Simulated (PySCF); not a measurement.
C$_{4}$H$_{9}$NOSi$_{2}$

Input

```
{"job": {"kind": "uv", "xc": "CAM-B3LYP", "basis": "def2-SVPD", "nstates": 8, "ntriplets": 3}, "charge": 0, "multiplicity": 1}
C      3.596343    -0.385901    -0.228729
C      2.695141     0.124918     0.870305
O      3.082322     0.424914     1.975603
C      1.317751     0.222789     0.473559
C      0.154071     0.319389     0.153681
Si    -1.665020     0.465220    -0.245235
N     -2.385671     1.875565     0.439768
Si    -2.769638    -1.391987     0.565960
H      3.287541    -1.391327    -0.510500
H      4.628352    -0.398897     0.112872
H      3.502598     0.251676    -1.105951
H     -1.684461     0.727506    -1.691371
H     -2.047658     2.783963     0.164373
H     -2.622998     1.889298     1.418654
H     -1.891257    -2.264437     1.349855
H     -3.303750    -2.199967    -0.533690
H     -3.900665    -1.040692     1.430397
```

Launched as:

```sh
OMP_NUM_THREADS=1 python probes_run.py task.json out
```

Geometry: GFN2-xTB.

All numbers below come from PySCF, CAM-B3LYP/def2-SVPD, SCF density, gas phase.

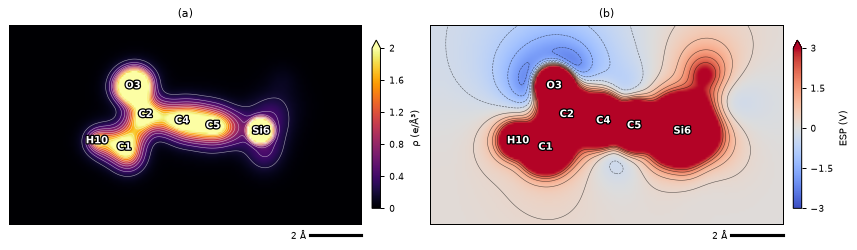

Figure 1. (a) electron density; (b) electrostatic potential on the plane of atoms C2, C1 and H10.

Read the bonding off the picture.

Atoms in the plane: C, O, Si and H. C–O (1.21 Å): the density is about 3.3 e/Å³ at the midpoint. C–C (1.21 Å): ρ is about 2.7 e/Å³ halfway. C–Si (1.87 Å): ρ at the midpoint is about 0.91 e/Å³. C–H (1.09 Å): ρ at the midpoint is about 2 e/Å³. Outside the dense part of the molecule the potential is most negative (−2.1 V) near O3.

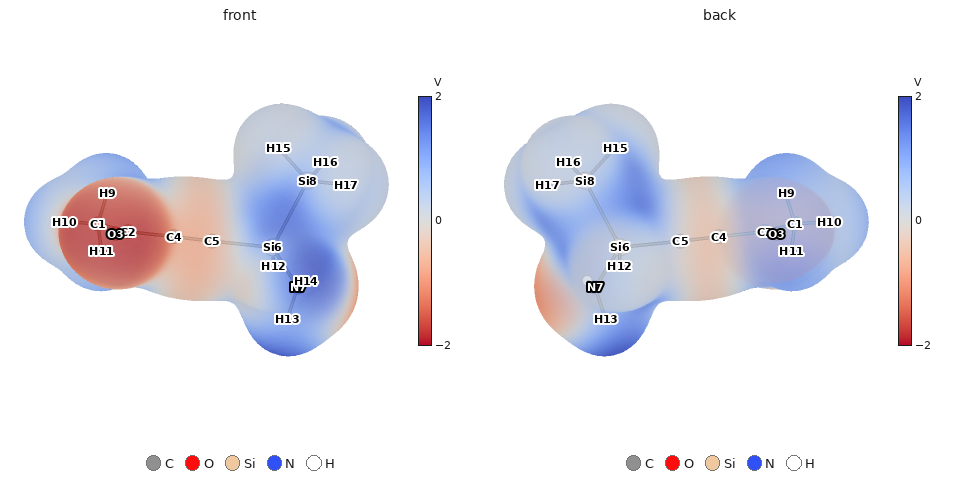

Figure 2. The electrostatic potential painted on the density surface at 0.002 e/bohr³, seen from the front and from behind; the colour scale runs from red (negative) to blue (positive).

Describe the electrostatic potential map.

The most negative region (about −1.7 V, or −39 kcal/mol for a unit charge) lies over O3, the most positive (about +1.8 V, or +42 kcal/mol for a unit charge) over H13 and H14. O3 is the likeliest acceptor of a hydrogen bond.

How polar is the molecule by this calculation?

Its dipole moment is 2.41 D.
